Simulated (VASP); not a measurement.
Band structure of NiSi (relaxed from the rock salt structure, space group Fm-3m). Level of theory: PBEsol GGA, VASP's PBE PAW potentials (set 64) (plane waves; VASP 6.6.1).

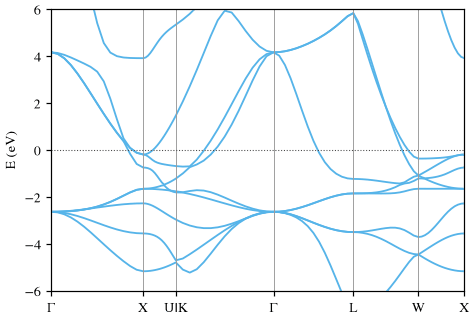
Bands along high-symmetry lines, zero at the valence-band maximum or, without a gap, the Fermi level

Task: Read the plot: is there a gap, and where are the band edges?

Result: It has no gap at this level: it comes out as a metal or semimetal. (Edges off the drawn lines would not show.)

The structure was generated: NiSi was put into the rock salt type (Fm-3m), which need not be its known phase. It was relaxed first, which changed the volume by -22 %. The run is not spin-polarised, so no magnetic state was tried.
